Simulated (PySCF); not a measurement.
**C7H8OSi: density, localisation and related maps**

Input

```
{"job": {"kind": "nmr", "xc": "PBE0", "basis": "pcSseg-1"}, "charge": 0, "multiplicity": 1}
C      2.238870    -0.475417    -0.234082
C      2.137986     0.893647    -0.039160
C      0.897602     1.484524     0.134909
C     -0.247857     0.706221     0.114921
C     -0.134692    -0.670271    -0.083323
C      1.101496    -1.266337    -0.257088
C     -1.448974    -1.397337    -0.085641
O     -2.503107    -0.490364     0.121967
Si    -2.079514     1.082782     0.306832
H      3.210425    -0.928719    -0.368346
H      3.032332     1.499993    -0.023571
H      0.820897     2.551424     0.286761
H      1.179378    -2.333703    -0.409349
H     -1.481191    -2.153632     0.708910
H     -1.612887    -1.906289    -1.044055
H     -2.652011     1.874786    -0.777914
H     -2.465749     1.540723     1.638317
```

Launched as:

```sh
OMP_NUM_THREADS=1 python probes_run.py task.json out
```

Geometry: GFN2-xTB.

These are results of PBE0/pcSseg-1, SCF density, gas phase, non-relativistic (PySCF), not measurements.

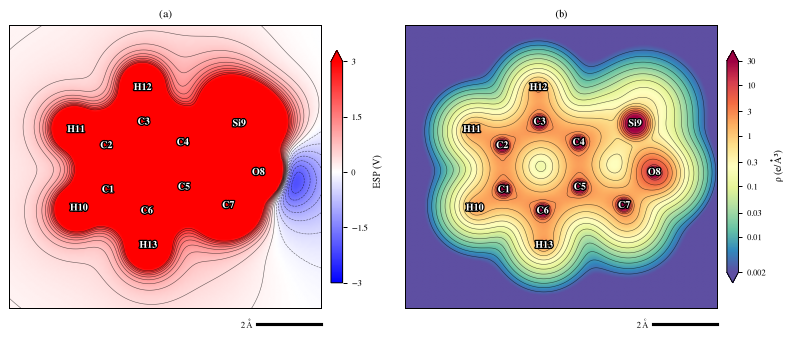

Figure 1. (a) electrostatic potential; (b) electron density on the plane of atoms C2, C1 and H10.

**What do the fields say about this system?**

- Atoms in the plane: C, O, Si and H.
- C–C (1.38 Å): ρ is about 2.1 e/Å³ halfway.
- C–O (1.41 Å): ρ is about 2 e/Å³ halfway, with its minimum of 1.8 e/Å³ about 0.5 Å from C.
- Si–O (1.64 Å): ρ is about 1.2 e/Å³ halfway.
- C–Si (1.88 Å): the density is about 0.94 e/Å³ at the midpoint.
- C–H (1.08 Å): ρ is about 2 e/Å³ halfway.
- Outside the dense part of the molecule the potential is most negative (−2.1 V) near O8.

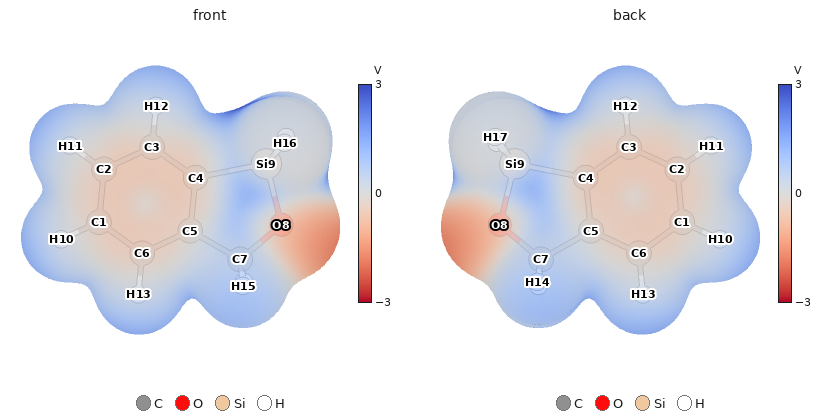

Figure 2. The electrostatic potential painted on the density surface at 0.004 e/bohr³, seen from the front and from behind; red is negative and blue positive.

**Where is the surface potential most negative and most positive?**

The most negative region (about −1.7 V, or −39 kcal/mol for a unit charge) lies over O8, the most positive (about +2.6 V, or +60 kcal/mol for a unit charge) over Si9. O8 is the likeliest acceptor of a hydrogen bond.
